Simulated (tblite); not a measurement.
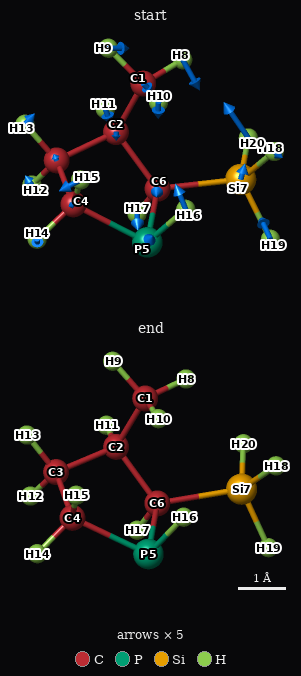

The structure of C$_{5}$H$_{13}$PSi before (top) and after (bottom) a relaxation, at one scale. The blue arrows give the displacements, 5 times their true length.

A ball-and-stick model, seen at a tilt.

These are results of GFN2-xTB geometry optimisation, gas phase in tblite 0.8.0, not measurements. 

Q: Describe what moved and what it gained.

A: The energy falls by 0.120 eV in 72 geometry steps. The atom that moves furthest after the best rigid fit is H20 (0.21 Å). Largest moves by element: H 0.21 Å, P 0.07 Å, Si 0.07 Å, C 0.07 Å. Some distances before and after: C6–Si7 1.857 → 1.907 Å, P5–C6 1.901 → 1.861 Å, Si7–H18 1.487 → 1.464 Å, C3–C4 1.511 → 1.531 Å. Bond angles that change, for instance: C6–Si7–H19 112.0° → 108.2°, C2–C6–Si7 121.2° → 117.6°, C2–C1–H10 113.8° → 110.8°.
